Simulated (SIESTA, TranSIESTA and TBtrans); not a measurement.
System: Fe chain with one S atom inserted. Leads: straight Fe chain, spacing 2.137 Å. Geometry: 3 atoms about the centre moved by SIESTA (PBE, DZP) to a largest force of 0.04 eV/Å, all others as built, motion along the axis alone.

TranSIESTA and TBtrans, PBE, DZP numerical orbitals (energy shift 0.15 eV), PseudoDojo norm-conserving scalar-relativistic potentials, mesh cutoff 200 Ry, 300 K, spin-polarised (collinear), no spin-orbit coupling; self-consistent non-equilibrium Green functions.

Energies count from the leads' Fermi level. Transmissions are for each spin. The energy step is 0.01 eV; narrower resonances are cut or missed.

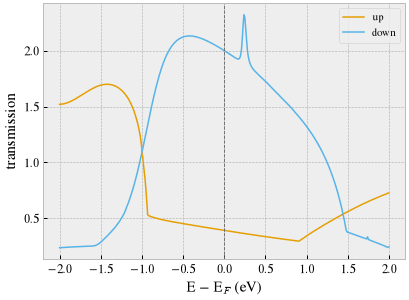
Figure: Transmission against energy

| E (eV) | T up | T down | lead channels up | down |
|---|---|---|---|---|
| -2.00 | 1.52 | 0.24 | 4 | 1 |
| -1.80 | 1.57 | 0.24 | 4 | 1 |
| -1.60 | 1.66 | 0.25 | 4 | band edge |
| -1.40 | 1.70 | 0.36 | 4 | 3 |
| -1.20 | 1.61 | 0.57 | 4 | band edge |
| -1.00 | 1.11 | 1.09 | 3 | 4 |
| -0.80 | 0.50 | 1.75 | 1 | 4 |
| -0.60 | 0.46 | 2.07 | 1 | 4 |
| -0.40 | 0.44 | 2.13 | 1 | 4 |
| -0.20 | 0.42 | 2.08 | 1 | 4 |
| 0.00 | 0.39 | 2.00 | 1 | 4 |
| 0.20 | 0.37 | 1.96 | 1 | band edge |
| 0.40 | 0.35 | 1.80 | 1 | 6 |
| 0.60 | 0.32 | 1.65 | 1 | 6 |
| 0.80 | 0.30 | 1.50 | 1 | band edge |
| 1.00 | 0.34 | 1.32 | 3 | 4 |
| 1.20 | 0.43 | 1.08 | 3 | 4 |
| 1.40 | 0.52 | 0.67 | 3 | 4 |
| 1.60 | 0.60 | 0.35 | 3 | 2 |
| 1.80 | 0.67 | 0.30 | 3 | 2 |
| 2.00 | 0.73 | 0.24 | 3 | 2 |

The magnetic order of the leads was set by the start, and no other order was tried; the separate lead runs end at 3.32 (left) and 3.32 (right) μB an atom. The straight chain is held at its spacing; free chains may zigzag or dimerise.
